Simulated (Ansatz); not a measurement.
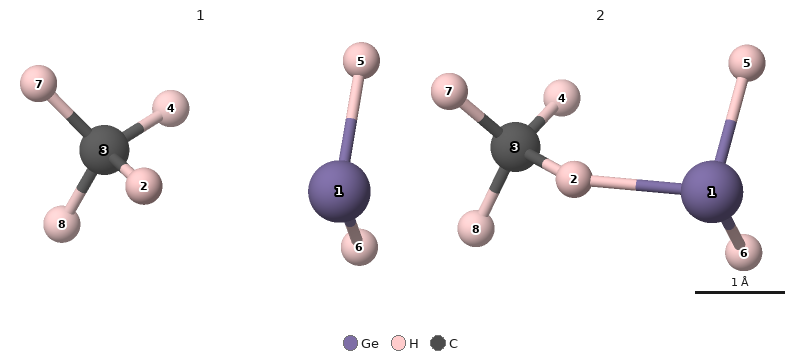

Two geometries of CH6Ge, drawn at one scale. One is the start of a relaxation, the other its converged end. The picture is a ball-and-stick view, seen at a tilt.

Level of theory: RKS PBE0-D4/def2-SVP (Ansatz). Set-up: no spin polarisation; force threshold 0.03 eV/Å; at most 50 steps.

Question: Which of the two is the end point?

Answer: Structure 1 is the relaxed one. The run prepares an end point of a later path (reaction) calculation, from a guessed geometry. H2 moves most after the best rigid fit: 0.36 Å. Largest moves by element: H 0.36 Å, Ge 0.31 Å, C 0.14 Å. Among the contacts that change: Ge1–H2 1.593 → 2.218 Å, Ge1–C3 2.581 → 2.940 Å, H2–C3 1.174 → 1.114 Å, C3–H4 1.085 → 1.097 Å. Bonds break, among them: Ge1–H2 (1.59 → 2.22 Å). Bond angles that change, for instance: H2–C3–H7 102.0° → 106.4°, H2–C3–H4 115.6° → 112.5°, H2–C3–H8 104.3° → 107.3°. After 5 accepted moves (6 points after the start) the energy has fallen by 0.464 eV. Largest force component: 1.7 eV/Å at the start, 0.0076 eV/Å at the end. The line search rejected the trial step at point 4 of the run.
